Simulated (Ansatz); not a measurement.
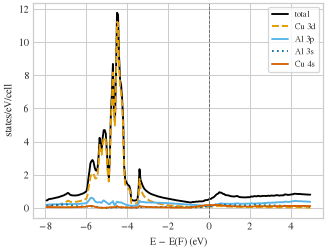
Fig. 1. Total and projected density of states of AlCu (CsCl type, space group No. 221), DFT-r²SCAN in the program Ansatz with PAW potentials

Which orbitals carry the states next to the Fermi level?

Within 0.5 eV of the Fermi level: Cu 4s 27 %, Al 3p 26 %, Al 3s 20 %, Cu 3d 13 %, outside the projected shells 14 %. Projections are on Löwdin-orthogonalised atomic valence shells; empty p or d shells of many metals are not among them.

Where is the tallest occupied peak in this window, and what makes it?

Near -4.5 eV, about 12 states/eV per cell; the largest projected share is Cu 3d.

Space group Pm-3m (CsCl type). The workflow started from a Materials Project entry (that database holds measured and hypothetical structures alike); the Crystallography Open Database copy checked does not list it. COD files the formula under space group No. 12. Whether it is the stable phase at ambient conditions was not checked. Symmetry was held in the r²SCAN relaxation. At this level the phase is mechanically unstable. The run is not spin-polarised.

Potentials: the later of the program's two PAW sets.
